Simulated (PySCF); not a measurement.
H₉PSi₂, SMILES `[SiH3][SiH3].P`.

PySCF calculation, PBE/def2-SVPD, gas phase; geometry: GFN2-xTB. GFN2-xTB bond lengths at metals and heavier atoms can be off by up to 0.1 Å and shapes distorted, which carries into these values.

Geometry (Å), atoms numbered from 1:

```
Si1     -0.7789    0.6954   -0.0028
Si2     -2.7770   -0.4546    0.0020
H3      -0.7399    1.7478   -1.0241
H4      -0.5124    1.3679    1.2733
H5       0.3779   -0.1724   -0.2595
H6      -3.3114   -0.6522   -1.3487
H7      -3.8207    0.2455    0.7570
H8      -2.6578   -1.7869    0.6002
P9       3.3143   -0.3483    0.0147
H10      2.9692    0.6988    0.8552
H11      3.1031    0.4195   -1.1202
H12      4.6595   -0.0135    0.0571
```

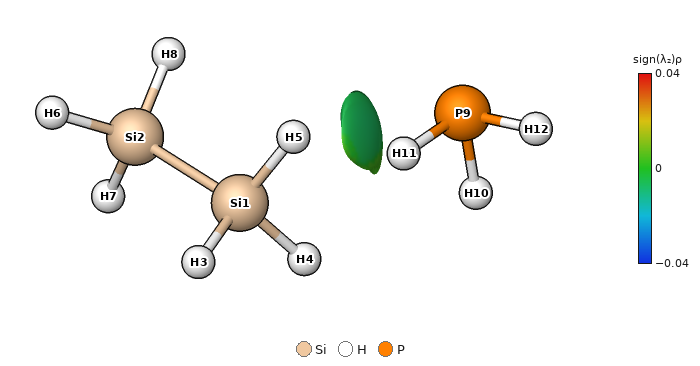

Non-covalent interaction surfaces between the fragments (reduced density gradient s = 0.6, coloured by sign(λ₂)ρ in a.u.; trimmed to the region between the fragments where ρ is under 0.06 a.u.). Fragment A: Si2H6 (atoms 1–8); fragment B: PH3.

Q: Which interactions hold the two fragments together?

A: Bond critical points between the fragments: H5···P9, 2.95 Å, ρ = 0.007 a.u. It is weak and appears green (van der Waals range). The pose is a local one from a semi-empirical search, not shown to be the most stable.

Q: How strongly are they bound?

A: The counterpoise-corrected interaction energy of the frozen fragments is −0.1 kcal/mol without dispersion correction and −1.1 kcal/mol with D3(BJ). The pair geometry is semi-empirical, not a minimum at this level.
